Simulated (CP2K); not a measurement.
**C2H3F2 (SMILES F[CH]CF), run twice**

Wanted: energy and gradient of C2H3F2, GFN1-xTB.

Program for the calculation: CP2K 2026.2.

1 further run of the same task is left out (set aside as unsound or not needed).

**1. The structure to begin with**

C2H3F2 has 7 atoms, charge 0, and is taken as a doublet. As SMILES, `F[CH]CF`. The shape is that of a GFN2-xTB optimisation. This is one conformer, not always the lowest.

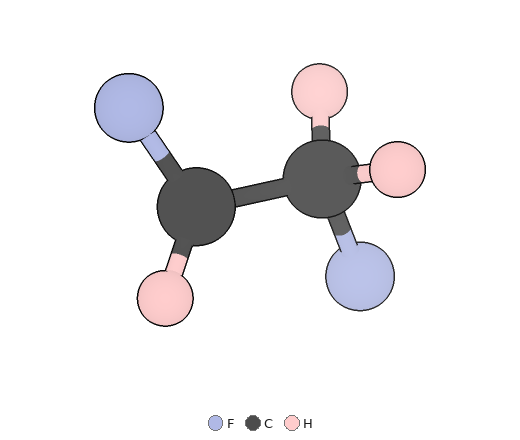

Viewed from a chosen angle; fluorine light blue, carbon dark grey, hydrogen pink.

**2. Try one**

Input file job.inp:

```
&GLOBAL
  PROJECT job
  RUN_TYPE ENERGY_FORCE
  PRINT_LEVEL MEDIUM
&END GLOBAL
&FORCE_EVAL
  METHOD QS
  &DFT
    CHARGE 0
    MULTIPLICITY 2
    UKS T
    &QS
      METHOD PM7
      EPS_DEFAULT 1.0E-10
      &XTB
        GFN_TYPE 1
        CHECK_ATOMIC_CHARGES F
      &END XTB
    &END QS
    &POISSON
      PERIODIC NONE
      POISSON_SOLVER ANALYTIC
    &END POISSON
    &SCF
      SCF_GUESS ATOMIC
      EPS_SCF 1.0E-06
      MAX_SCF 30
      &OT ON
        MINIMIZER DIIS
        PRECONDITIONER FULL_ALL
      &END OT
      &OUTER_SCF
        EPS_SCF 1.0E-06
        MAX_SCF 8
      &END OUTER_SCF
    &END SCF
    &PRINT
      &MOMENTS
        PERIODIC F
        REFERENCE COM
        MAX_MOMENT 1
      &END MOMENTS
      &MO_CUBES
        NLUMO 1
        NHOMO -1
        WRITE_CUBE F
      &END MO_CUBES
      &HIRSHFELD OFF
      &END HIRSHFELD
    &END PRINT
  &END DFT
  &SUBSYS
    &CELL
      ABC [angstrom] 15 14.9 14.1
      PERIODIC NONE
    &END CELL
    &COORD
      F      6.744205     8.887930     6.004090
      C      6.896255     7.700720     6.606190
      C      8.242565     7.368470     7.103550
      F      8.369085     6.012070     7.260290
      H      5.986005     7.226580     6.922380
      H      8.460825     7.806740     8.095910
      H      9.013995     7.698580     6.395380
    &END COORD
  &END SUBSYS
  &PRINT
    &FORCES ON
    &END FORCES
  &END PRINT
&END FORCE_EVAL
```

Started as:

```
$ OMP_NUM_THREADS=1 cp2k.psmp -i job.inp > job.out 2>&1
```

The log of the run:

```text
*******************************************************************************
 *   ___                                                                       *
 *  /   \                                                                      *
 * [ABORT]                                                                     *
 *  \___/                    invalid value for enumeration:PM7                 *
 *    |                                                                        *
 *  O/|                                                                        *
 * /| |                                                                        *
 * / \                                     input/input_enumeration_types.F:215 *
 *******************************************************************************

 ===== Routine Calling Stack =====

            6 val_create_parsing
            5 section_vals_parse
            4 section_vals_parse
            3 section_vals_parse
            2 section_vals_parse
            1 read_input
```

Wall time 0.87 s (1 thread of Intel Xeon 6975P-C (Granite Rapids), shared host); peak memory 0.16 GiB.

**3. What went wrong**

The program refused the input.

The telling line is `\___/                    invalid value for enumeration:PM7`. What is wrong: the keyword for the method is given a word that it doesn't take.

**4. Try two**

Edit job.inp of step 2 so:

```diff
@@ -5,2 +5,3 @@
 &END GLOBAL
+
 &FORCE_EVAL
@@ -8,7 +9,6 @@
   &DFT
-    CHARGE 0
     MULTIPLICITY 2
-    UKS T
+    UNRESTRICTED_KOHN_SHAM T
     &QS
-      METHOD PM7
+      METHOD XTB
       EPS_DEFAULT 1.0E-10
@@ -27,3 +27,3 @@
       MAX_SCF 30
-      &OT ON
+      &OT
         MINIMIZER DIIS
@@ -53,3 +53,3 @@
     &CELL
-      ABC [angstrom] 15 14.9 14.1
+      ABC 15 14.9 14.1
       PERIODIC NONE
```

Started as:

```
$ OMP_NUM_THREADS=1 cp2k.psmp -i job.inp > job.out 2>&1
```

The log of the run:

```text
CP2K| version string:                                       CP2K version 2026.2
[...]
 GLOBAL| Method name                                                        CP2K
[...]
 GLOBAL| Run type                                                   ENERGY_FORCE
[...]
                             - Atoms:                                          7
[...]
                             - Spherical basis functions:                     22
[...]
 Number of electrons:                                                         13
[...]
     1 OT DIIS     0.15E+00    0.0     0.03713875       -15.9691625852 -1.60E+01
[...]
    10 OT DIIS     0.15E+00    0.0     0.00000063       -16.0413782693 -4.12E-10
  *** SCF run converged in    10 steps ***
[...]
 TB_DIPOLE| Moment [Debye]          0.17665250       0.58522580       0.64645268
 TB_DIPOLE| Derivative [a.u.]       0.00000000       0.00000000       0.00000000
[...]
 ENERGY| Total FORCE_EVAL ( QS ) energy [hartree]            -16.041378269361029
 FORCES| Atomic forces [hartree/bohr]
 FORCES|   Atom     x               y               z               |f|
 FORCES|      1  1.91544345E-03 -3.83387942E-03  2.76244348E-03   5.09888704E-03
 FORCES|      2 -7.58094200E-04 -3.70338355E-04 -4.53971789E-03   4.61745556E-03
 FORCES|      3  4.56180371E-03  2.43216232E-03  2.40882866E-03   5.70332554E-03
 FORCES|      4 -2.53299679E-03  1.97916184E-03 -1.53062600E-03   3.56033289E-03
 FORCES|      5 -3.29044022E-03 -6.39404255E-06  1.64611988E-03   3.67923203E-03
 FORCES|      6 -1.77180343E-04 -4.03695254E-04 -1.09688223E-03   1.18216469E-03
 FORCES|      7  2.81464390E-04  2.02982913E-04  3.49834101E-04   4.92755684E-04
 FORCES| Sum     4.75964754E-17  8.54351312E-17 -4.66206934E-18
 FORCES| Total atomic force                                       9.79097595E-17
[...]
```

Wall time 1.1 s (1 thread of Intel Xeon 6975P-C (Granite Rapids), shared host); peak memory 0.2 GiB.

**5. Outcome**

At GFN1-xTB:

| quantity | value |
| --- | --- |
| total energy | -16.04138 Eh |
| dipole moment (from atomic charges alone) | 0.89 D |
| HOMO energy (highest over α and β) | -9.90 eV |
| dispersion energy | -3.27 kJ/mol |
| largest force on an atom | 0.293 eV/Å |

The dipole comes from point charges on the atoms alone, without atomic dipoles, so it is partial. The largest force is 0.29 eV/Å: the shape isn't a stationary point for this species at this level.
